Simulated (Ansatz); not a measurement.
SrTiO$_{3}$ (cubic perovskite)

```xyz
5
Lattice="3.8911 0.0000 0.0000 0.0000 3.8911 0.0000 0.0000 0.0000 3.8911" Properties=species:S:1:pos:R:3 pbc="T T T"
Sr     0.0000     0.0000     0.0000
Ti     1.9455     1.9455     1.9455
O      0.0000     1.9455     1.9455
O      1.9455     1.9455     0.0000
O      1.9455     0.0000     1.9455
```

Equation-of-state scan: isotropic scaling of the cell above, V₀ being its volume. Symmetry pins the atoms to their sites.

Computed with PBEsol (plane waves to 420 eV, PAW, scalar-relativistic; Ansatz, a quantum-chemistry and plane-wave program). k mesh 9×9×9 (Γ-centred), Fermi-Dirac smearing 0.05 eV. Energies are smeared free energies. SrTiO3 is run without spin polarisation. SrTiO3 was relaxed with its symmetry unable to fall. ΔE is measured from the relaxed starting cell.

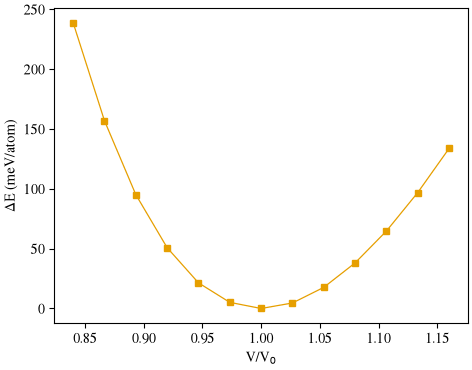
Figure: ΔE (meV/atom) against V/V₀; markers are the computed points, lines only join them.

Question: What is ΔE at V/V₀ = 1.160?

Answer: About 130 meV/atom.

Question: What is ΔE at V/V₀ = 0.840?

Answer: About 240 meV/atom.

Question: What bulk modulus B₀ follows from a third-order Birch-Murnaghan fit?

Answer: About 190 GPa.

(Under strain, the slope of the energy per volume gives the stress and its curvature an elastic modulus.)
